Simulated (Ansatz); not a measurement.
# H$_{4}$O$_{3}$Sn···H$_{2}$S: what the fields show

```
atom    x (Å)    y (Å)    z (Å)
  Sn  -0.1650  -0.6024  -0.2646
   S   1.7977   1.6760   1.9537
   O  -0.8954  -1.7600  -1.7487
   O  -1.5312  -0.9318   1.1652
   O  -0.2055   1.3477  -0.8253
   H   2.2259   0.5717   1.2767
   H   1.4621  -0.8394   0.2030
   H   1.0303   2.0346   0.8712
   H  -0.3850  -1.6243  -2.5745
   H  -2.2064  -1.5481   0.8081
   H  -1.1277   1.6762  -0.8648
```

Core potentials replace the inner electrons of Sn.

All numbers below come from RKS BLYP-D4/def2-SVP in Ansatz 0.2.0.

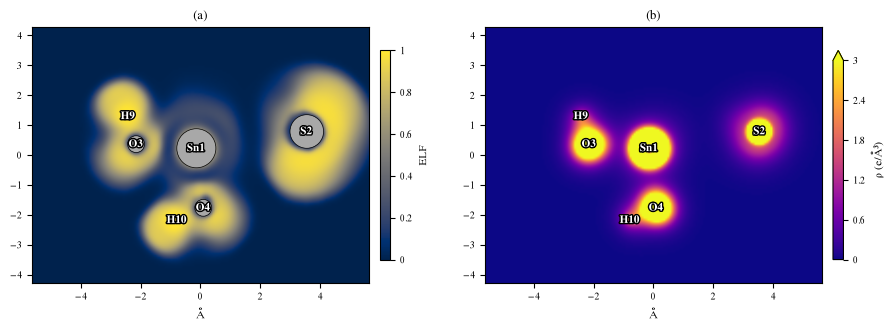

Figure 1. (a) ELF; (b) electron density on the plane of atoms Sn1, O4 and H10. Grey discs cover the atomic cores in the ELF map.

> Read the bonding off the picture.

- The section cuts through Sn, S, O and H sites.
- Sn–O (2.00 Å): the density is about 0.7 e/Å³ at the midpoint; the ELF peaks at about 0.85 in the valence shell of O, 0.6 Å from its nucleus, and drops to about 0.15 between the two atoms.
- O–H (0.98 Å): ρ is about 3.5 e/Å³ halfway; the ELF climbs to about 1 towards the hydrogen, as it does in any bond to H (a covalent bond by its length).
- The ELF also peaks beside O4, S2 and O3, away from the bonds: lone-pair regions.

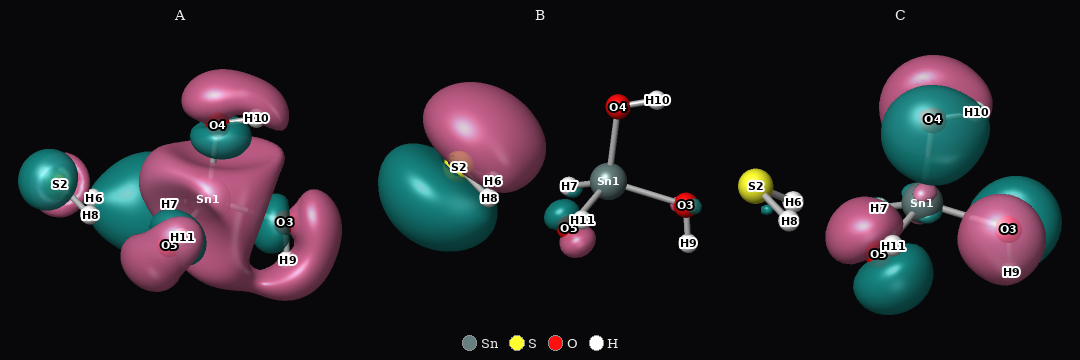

Figure 2. Three frontier orbitals at ±0.06 Å⁻³ᐟ² (teal and pink are the two phases), in no order.

> Order the three orbitals by energy and name them.

C is the HOMO−1 (−6.63 eV). It lies mainly on O4 (about 50 %), O3 (about 25 %) and O5 (about 15 %); largely a combination of lone pairs on O4, O3 and O5. B is the HOMO (−5.49 eV). Its weight (Hirshfeld) is mainly on S2 (about 90 %); largely a lone pair of S2. A is the LUMO (−2.30 eV). It lies mainly on Sn1 (about 35 %), H7 (about 15 %), O3 (about 15 %), O4 (about 10 %) and O5 (about 10 %).

> What is the HOMO–LUMO gap?

3.19 eV between the orbital energies.

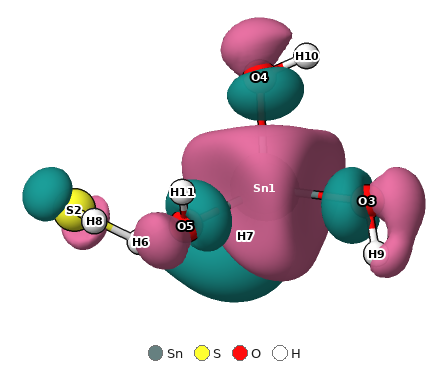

Figure 3. The LUMO at ±0.1 Å⁻³ᐟ² (teal and pink are the two phases), seen at a tilt.

> Describe this orbital and give its energy.

It lies mainly on Sn1 (about 35 %), H7 (about 15 %), O3 (about 15 %), O4 (about 10 %) and O5 (about 10 %). Its energy is −2.30 eV.
